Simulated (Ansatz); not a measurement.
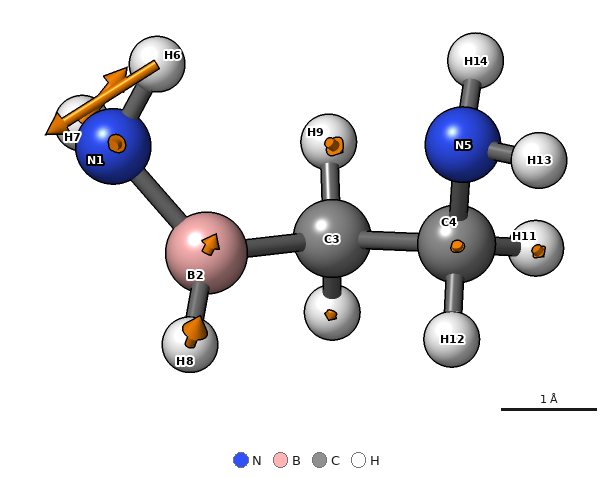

A relaxation of C₂H₉BN₂ (coarse preliminary run). The starting structure is drawn; orange arrows show the displacements, at their true length. The two geometries are superimposed by the best rigid fit.

The picture is a ball-and-stick view, seen at a tilt.

The start comes from a force field.

Theory: RKS PBE-D4/def2-SVP in Ansatz.

Input
```yaml
crystal:
  periodic: [false, false, false]
  atoms:
    - {symbol: N, position_ang: [-0.818800, 1.269800, 1.859200]}
    - {symbol: B, position_ang: [-0.991400, 0.022600, 1.047200]}
    - {symbol: C, position_ang: [-0.751200, 0.017300, -0.541300]}
    - {symbol: C, position_ang: [0.518100, -0.897600, -0.906200]}
    - {symbol: N, position_ang: [1.705600, -0.419800, -0.370200]}
    - {symbol: H, position_ang: [0.099300, 1.697400, 1.697000]}
    - {symbol: H, position_ang: [-1.502000, 2.006200, 1.428800]}
    - {symbol: H, position_ang: [-1.235500, -0.962000, 1.593300]}
    - {symbol: H, position_ang: [-0.502200, 1.065700, -0.835100]}
    - {symbol: H, position_ang: [-1.639200, -0.335600, -1.010700]}
    - {symbol: H, position_ang: [0.508400, -0.965700, -1.990400]}
    - {symbol: H, position_ang: [0.267700, -1.927500, -0.504800]}
    - {symbol: H, position_ang: [2.399300, -1.082100, -0.601700]}
    - {symbol: H, position_ang: [1.929000, 0.482200, -0.836300]}
basis:
  gaussian: {orbitals: def2-SVP}
hamiltonian: {xc: pbe, dispersion: d4}
relax: {f_tol: 0.03, max_steps: 200}
```

Launched with:
```bash
ansatz run in.yaml --threads 4 --pin off --events-out ev --progress --plain --max-ram 10444MiB
```

### Which element moves most?

Hydrogen: up to 1.41 Å, against 0.25 Å for boron.

### What did the optimiser do to the structure, and how much energy did it gain?

The largest move after the best rigid fit is that of H6, 1.41 Å. By element the largest moves are H 1.41 Å, B 0.25 Å, N 0.24 Å, C 0.13 Å. Near-neighbour distances that change, for instance: N1–B2 1.498 → 1.401 Å, C4–N5 1.388 → 1.466 Å, C3–C4 1.607 → 1.533 Å, N1–H7 1.093 → 1.021 Å. Among the angles between lasting bonds that change: B2–N1–H7 106.0° → 123.3°, B2–N1–H6 111.4° → 123.2°, H6–N1–H7 102.5° → 113.4°. After 15 geometry steps the energy has fallen by 175.0 kJ/mol. The largest force component goes from 4 to 0.019 eV/Å. The run took 14 s on 4 threads of INTEL XEON PLATINUM 8581C @ 2.10GHz, on a shared host.
